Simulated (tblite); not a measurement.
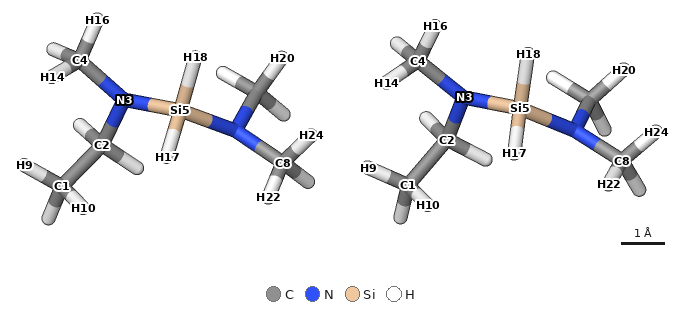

Two geometries of C5H16N2Si, drawn at one scale. One is the start of a relaxation, the other its converged end. A stick model, seen face on.

These are results of GFN2-xTB geometry optimisation, gas phase (tblite), not measurements. 

Q: Which of the two is the end point?

A: The right one is the relaxed one. The energy falls by 0.241 eV in 115 geometry steps. The atom that moves furthest after the best rigid fit is an H atom (0.59 Å). By element the largest moves are H 0.59 Å, C 0.27 Å, N 0.09 Å, Si 0.08 Å. Some distances before and after: C–N 1.481 → 1.445 Å, C–H 1.118 → 1.087 Å, C–N 1.462 → 1.438 Å, H–Si 1.484 → 1.472 Å. Among the angles between lasting bonds that change: N–Si–H 109.1° → 117.0°, N–Si–H 109.1° → 116.2°, N–Si–H 110.0° → 104.3°.
